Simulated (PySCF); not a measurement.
**What a change does: NMR shielding calculation on C7H9FSi**

System: C7H9FSi.
Method of run 1: GIAO PBE0/pcSseg-1 NMR shielding, non-relativistic, IEF-PCM acetonitrile (PySCF 2.14.0).

The geometry comes from this level: PBE0-D3(BJ)/def2-SVP. Text and figures count atoms from 1; the logs count them from 0 in places.

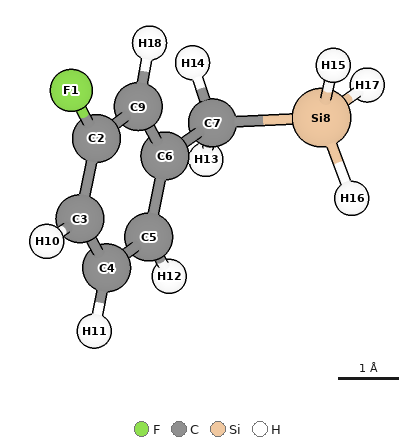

Fig. 1: The input geometry (ball-and-stick view, seen at a tilt; atoms are numbered from 1 in the order of the input). Bond lengths as drawn: C–C 1.39 to 1.50 Å, C–F 1.33 Å, C–H 1.09 to 1.10 Å, C–Si 1.90 Å and H–Si 1.49 to 1.50 Å.

### Input file, run 1
```
{"job": {"kind": "nmr", "xc": "PBE0", "basis": "pcSseg-1", "solvent": "acetonitrile", "pop": true}, "charge": 0, "multiplicity": 1}
F      2.484683     0.203030     2.403539
C      1.885109     0.209325     1.212973
C      2.495941     0.863721     0.150516
C      1.851114     0.854241    -1.084438
C      0.629338     0.204834    -1.245212
C      0.022628    -0.456395    -0.168521
C     -1.314473    -1.118520    -0.324098
Si    -2.730876     0.052532     0.145919
C      0.667928    -0.444024     1.074371
H      3.454413     1.362517     0.302199
H      2.312288     1.360371    -1.935833
H      0.137151     0.206774    -2.220938
H     -1.472330    -1.445430    -1.364080
H     -1.389632    -2.015316     0.311711
H     -2.587562     0.469784     1.573475
H     -2.694067     1.267345    -0.723001
H     -4.048823    -0.633332    -0.030414
H      0.235072    -0.942050     1.944842
```

The first line tells a small driver script what to run in PySCF; the rest is the geometry in Å.

Launched with:
```bash
OMP_NUM_THREADS=1 python <driver script> task.json out
```

Hardware: 1 CPU thread, shared host.

### Output (run 1)
```
coarse grid: 15896 points
cycle   1  E = -660.7890134577  dE =  1.231e+00  |g| = 5.070e-01  |ddm| = 4.041e+00
cycle   2  E = -660.7706166351  dE =  1.840e-02  |g| = 6.114e-01  |ddm| = 9.125e-01
cycle   3  E = -660.8415009536  dE = -7.088e-02  |g| = 7.886e-02  |ddm| = 4.849e-01
cycle   4  E = -660.8427810629  dE = -1.280e-03  |g| = 3.286e-02  |ddm| = 9.005e-02
cycle   5  E = -660.8430466296  dE = -2.656e-04  |g| = 8.207e-03  |ddm| = 3.271e-02
cycle   6  E = -660.8430618549  dE = -1.523e-05  |g| = 2.308e-03  |ddm| = 8.992e-03
cycle   7  E = -660.8430631526  dE = -1.298e-06  |g| = 5.824e-04  |ddm| = 2.703e-03
final grid: 150336 points
cycle   8  E = -660.9020349325  dE = -3.500e-05  |g| = 7.243e-03  |ddm| = 4.297e-02
cycle   9  E = -660.9020303101  dE =  4.622e-06  |g| = 8.865e-03  |ddm| = 1.600e-02
cycle  10  E = -660.9020483946  dE = -1.808e-05  |g| = 1.258e-03  |ddm| = 8.893e-03
cycle  11  E = -660.9020486818  dE = -2.872e-07  |g| = 1.978e-04  |ddm| = 1.234e-03
cycle  12  E = -660.9020486888  dE = -6.974e-09  |g| = 1.038e-04  |ddm| = 2.260e-04
cycle  13  E = -660.9020486913  dE = -2.498e-09  |g| = 2.281e-05  |ddm| = 1.074e-04
cycle  14  E = -660.9020486914  dE = -1.141e-10  |g| = 5.013e-06  |ddm| = 2.409e-05
converged SCF energy = -660.9020486914

GIAO shielding tensors (ppm)
atom      isotropic    diamagn.    paramagn.     s11        s22        s33       span
  0 F      295.763     478.452    -182.689    225.487    297.394    364.407    138.920
  1 C       14.196     255.406    -241.209    -76.272     33.940     84.922    161.194
  2 C       67.812     257.311    -189.498    -15.215     50.512    168.141    183.356
  3 C       48.025     255.841    -207.816    -59.240     29.874    173.441    232.682
  4 C       55.313     252.163    -196.849    -46.311     47.526    164.725    211.036
  5 C       34.347     262.106    -227.758    -59.971     -5.147    168.161    228.133
  6 C      165.202     249.744     -84.542    145.031    156.634    193.941     48.910
  7 Si     407.116     878.750    -471.634    369.056    388.947    463.346     94.291
  8 C       64.587     253.681    -189.093    -15.987     53.478    156.271    172.257
  9 H       24.145      28.731      -4.587     20.621     25.141     26.671      6.050
 10 H       23.657      29.876      -6.219     20.203     24.631     26.138      5.935
 11 H       23.977      33.076      -9.100     20.385     23.247     28.298      7.912
 12 H       28.822      30.139      -1.317     24.168     27.667     34.631     10.462
 13 H       28.794      29.817      -1.023     24.240     27.661     34.482     10.242
 14 H       27.461      28.737      -1.276     23.649     26.918     31.818      8.169
 15 H       27.535      28.744      -1.209     23.919     26.717     31.968      8.049
 16 H       27.107      27.615      -0.508     24.130     24.289     32.901      8.771
 17 H       24.067      32.220      -8.153     20.198     23.135     28.869      8.671
```

For run 2 the input was changed thus:
```diff
-"solvent": "acetonitrile"
-"pop": true
+"solvent": "chloroform"
+"pop": false
```

What does this change do to the results?

The total energy of run 2 is 1.0 kcal/mol higher: the change of the electrostatic solvation energy at this fixed geometry, without cavity or dispersion terms. The dipole moment goes from 2.18 to 2.02 D. Of all shieldings, the largest change is that of F1, by −1.8 ppm. The number of SCF iterations is the same.

### Output (run 2)
```
coarse grid: 15896 points
cycle   1  E = -660.7868354679  dE =  1.233e+00  |g| = 5.091e-01  |ddm| = 4.041e+00
cycle   2  E = -660.7673295501  dE =  1.951e-02  |g| = 6.169e-01  |ddm| = 9.321e-01
cycle   3  E = -660.8396677043  dE = -7.234e-02  |g| = 8.265e-02  |ddm| = 4.993e-01
cycle   4  E = -660.8411016513  dE = -1.434e-03  |g| = 3.471e-02  |ddm| = 9.919e-02
cycle   5  E = -660.8414025104  dE = -3.009e-04  |g| = 8.745e-03  |ddm| = 3.579e-02
cycle   6  E = -660.8414197389  dE = -1.723e-05  |g| = 2.479e-03  |ddm| = 1.007e-02
cycle   7  E = -660.8414212260  dE = -1.487e-06  |g| = 6.553e-04  |ddm| = 2.971e-03
final grid: 150336 points
cycle   8  E = -660.9004079328  dE = -3.464e-05  |g| = 7.349e-03  |ddm| = 4.263e-02
cycle   9  E = -660.9004022617  dE =  5.671e-06  |g| = 9.185e-03  |ddm| = 1.667e-02
cycle  10  E = -660.9004217036  dE = -1.944e-05  |g| = 1.314e-03  |ddm| = 9.442e-03
cycle  11  E = -660.9004220289  dE = -3.253e-07  |g| = 2.209e-04  |ddm| = 1.321e-03
cycle  12  E = -660.9004220379  dE = -9.036e-09  |g| = 1.187e-04  |ddm| = 2.611e-04
cycle  13  E = -660.9004220412  dE = -3.255e-09  |g| = 2.214e-05  |ddm| = 1.204e-04
cycle  14  E = -660.9004220413  dE = -1.046e-10  |g| = 5.134e-06  |ddm| = 2.377e-05
converged SCF energy = -660.9004220413

GIAO shielding tensors (ppm)
atom      isotropic    diamagn.    paramagn.     s11        s22        s33       span
  0 F      293.990     478.272    -184.282    222.586    295.595    363.789    141.203
  1 C       14.055     255.100    -241.046    -76.254     33.113     85.305    161.559
  2 C       67.665     257.366    -189.701    -15.573     50.750    167.816    183.389
  3 C       48.207     255.858    -207.652    -59.183     30.771    173.032    232.215
  4 C       55.683     252.305    -196.621    -45.896     48.868    164.078    209.974
  5 C       34.988     262.130    -227.142    -59.685     -3.515    168.164    227.850
  6 C      165.045     249.792     -84.747    144.401    156.793    193.941     49.540
  7 Si     407.587     878.791    -471.204    369.930    389.610    463.221     93.291
  8 C       64.602     253.848    -189.247    -16.181     54.163    155.824    172.005
  9 H       24.205      28.748      -4.544     20.707     25.180     26.728      6.021
 10 H       23.737      29.919      -6.182     20.306     24.670     26.234      5.928
 11 H       24.080      33.154      -9.074     20.513     23.315     28.410      7.897
 12 H       28.909      30.269      -1.360     24.273     27.787     34.666     10.393
 13 H       28.872      29.945      -1.073     24.337     27.764     34.516     10.180
 14 H       27.436      28.704      -1.268     23.613     26.894     31.801      8.188
 15 H       27.509      28.714      -1.205     23.881     26.699     31.949      8.067
 16 H       27.111      27.624      -0.512     24.138     24.294     32.902      8.764
 17 H       24.152      32.302      -8.150     20.317     23.168     28.971      8.653
```

### The two runs side by side

```csv
quantity,run 1,run 2
outcome,converged,converged
total energy (hartree),−660.902049,−660.900422
HOMO (eV),−6.98,−6.97
LUMO (eV),−0.49,−0.49
dipole moment (D),2.18,2.02
shielding of F1 (ppm),295.8,294.0
shielding of C3 (ppm),67.8,67.7
shielding of C4 (ppm),48.0,48.2
shielding of C5 (ppm),55.3,55.7
shielding of C6 (ppm),34.3,35.0
shielding of C7 (ppm),165.2,165.0
shielding of Si8 (ppm),407.1,407.6
SCF iterations,14,14
basis functions,205,205
wall time (shared host),1.9 min,1.8 min
```
